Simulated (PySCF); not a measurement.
SMILES CC[SH+]CC (charge +1) at its GFN2-xTB optimised geometry (Å):

```
16

C     -2.2932     1.5501    -0.4525
C     -0.8638     1.3383     0.0000
S     -0.4573    -0.4599     0.0000
C      1.3863    -0.4599     0.0000
C      1.9081    -1.8082    -0.4502
H     -2.5301     2.6093    -0.3825
H     -2.4368     1.2415    -1.4852
H     -2.9935     1.0094     0.1789
H     -0.1520     1.8494    -0.6465
H     -0.7258     1.6663     1.0302
H     -0.6125    -0.6542    -1.3318
H      1.7279     0.3460    -0.6479
H      1.6758    -0.2512     1.0298
H      2.9935    -1.8056    -0.3805
H      1.5352    -2.6093     0.1827
H      1.6384    -2.0183    -1.4824
```

Calculation: PBE0/def2-TZVP (PySCF 2.14.0). Cells within 0.4 Å of a nucleus heavier than hydrogen are left out (blank, or x).

Map of the deformation density (molecule minus spherical neutral atoms) (e/bohr³) on the plane z = 0.0 Å:

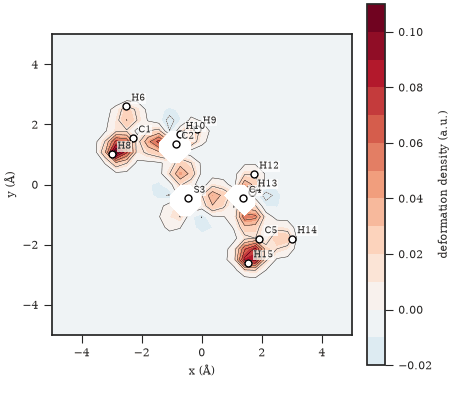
Figure. Deformation density (molecule minus spherical neutral atoms) (e/bohr³) on the plane z = 0.0 Å.
